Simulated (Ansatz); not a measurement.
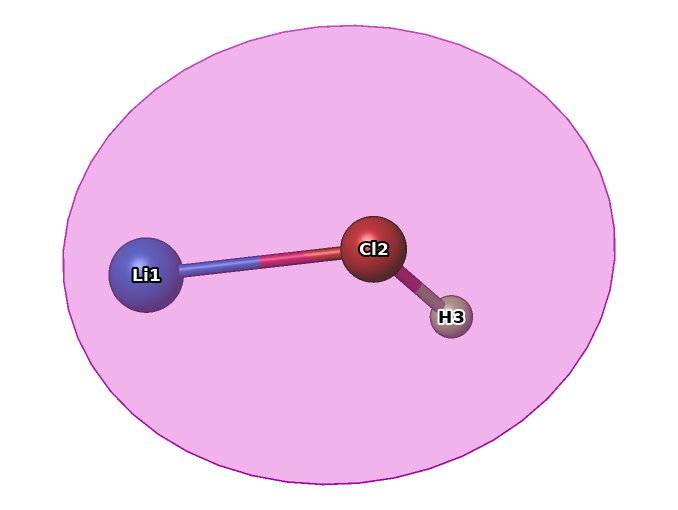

A disc through the centre of mass is drawn in. Distant atoms are faded towards the background colour. State: charge +1, singlet. Computed geometry: PBE-D4/def2-SVP optimisation. No frequency run is at hand to confirm it as a minimum.

### Is the plane of the disc a mirror plane of the structure?

No. The point group is Cs, with 1 mirror plane, and this plane isn't one of its mirror planes.
